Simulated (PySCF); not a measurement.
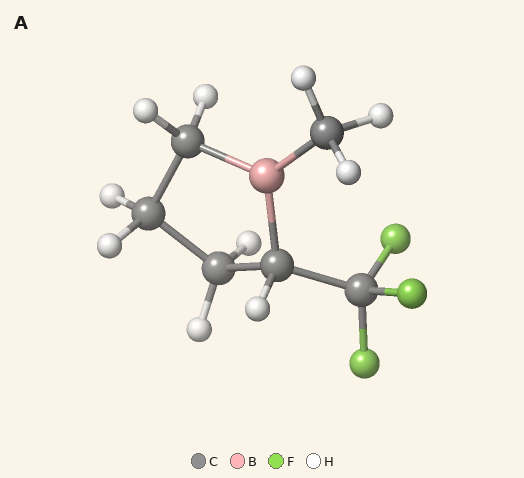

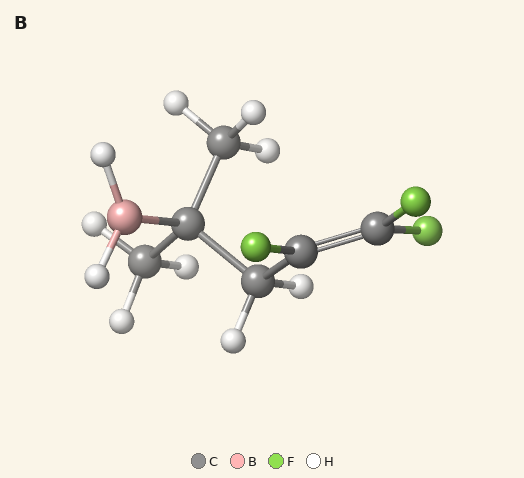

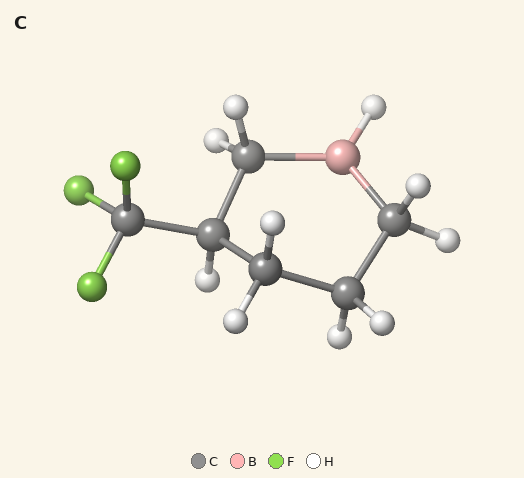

3 stationary structures of one formula. Geometries: GFN2-xTB. Electronic energies: PBE0/pcSseg-1 (PySCF 2.14.0), without zero-point energy. No frequency run is at hand to confirm each as a minimum. Each is one conformer, not always the lowest.

### Which structure is the most stable?

A is lowest; C lies 8.5 kcal/mol above it, B lies 68.9 kcal/mol above it. A is `CB1CCC[C@H]1C(F)(F)F`, B is `BC(C)(C)CC(F)=C(F)F`, C is `FC(F)(F)[C@H]1CBCCC1`.

The geometry is semi-empirical. Around B such bond lengths and angles can be off by a tenth of an ångström or more and by several degrees, and values that hang on the shape move with them.
